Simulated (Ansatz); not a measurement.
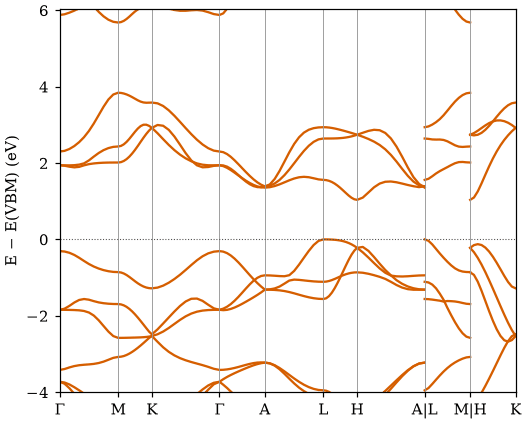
Figure. Band structure from DFT-PBE in the program Ansatz with PAW potentials

**Question.** Read off the gap and where the band edges lie.

**Answer.** About 1.0 eV (1.04 eV by a search for the band edges); maximum at L, minimum at H.

The material is Se (trigonal Se type, P3_121).

The cell was relaxed with PBE under the symmetry of its start. A crystal of weakly bound chains computed without a dispersion correction: the cell and the soft elastic constants depend strongly on that. Spin–orbit coupling is left out wherever it is not named.

Potentials: the later of the program's two PAW sets.
